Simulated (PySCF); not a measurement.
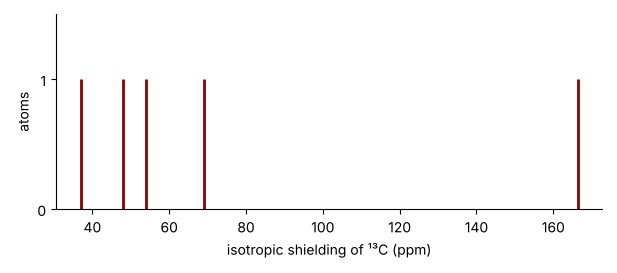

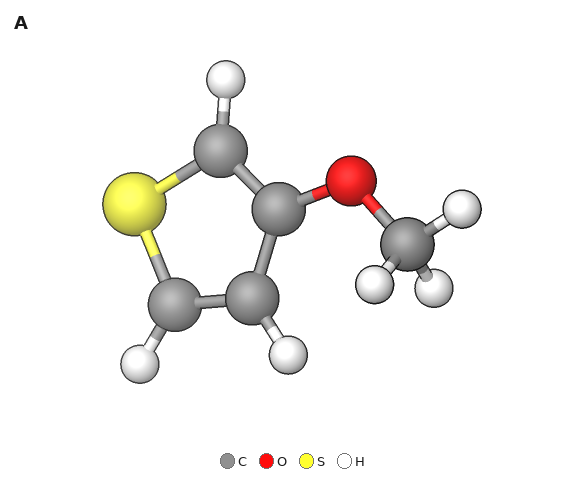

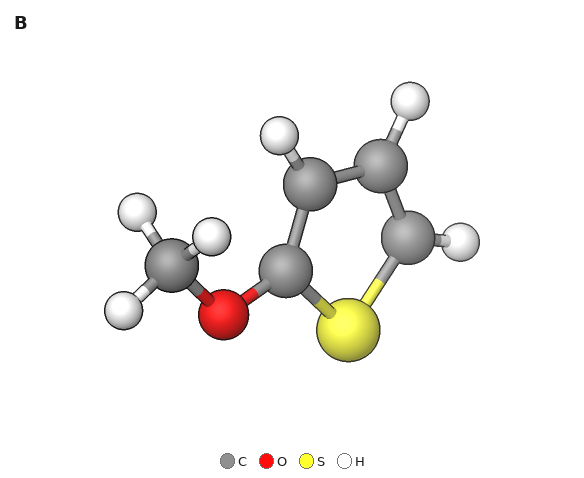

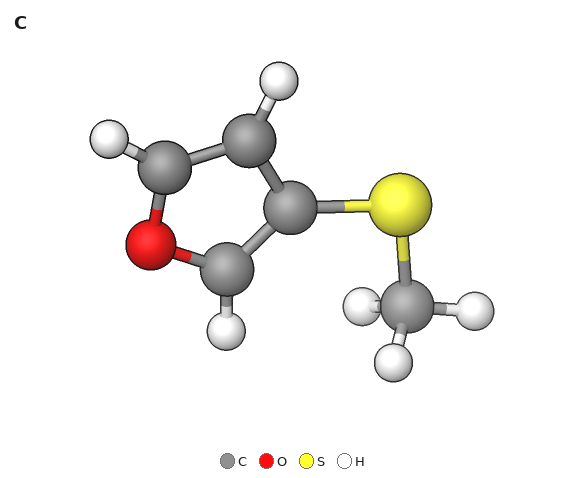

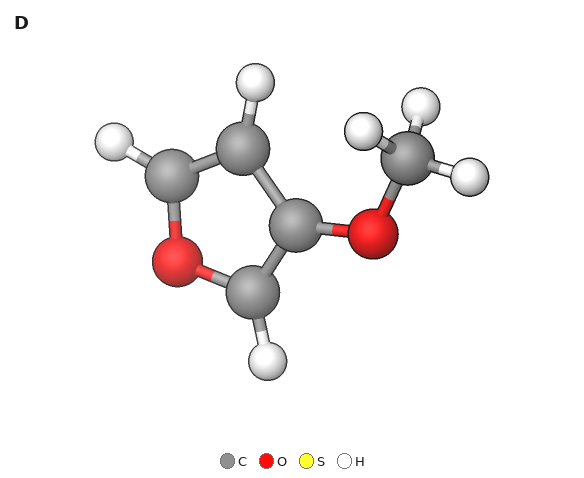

The sticks are computed shieldings of one of the molecules, for one fixed geometry (PBE0-D3(BJ)/def2-SVP) without averaging over rotations. Low shielding means a high chemical shift. Method: GIAO PBE0/pcSseg-1 NMR shielding, non-relativistic, gas phase (PySCF 2.14.0).

**Match the spectrum to a structure.**

C, `CSc1ccoc1`. Its 5 C atoms give lines at 37.0, 48.0, 53.9, 69.0, 166.3 ppm.
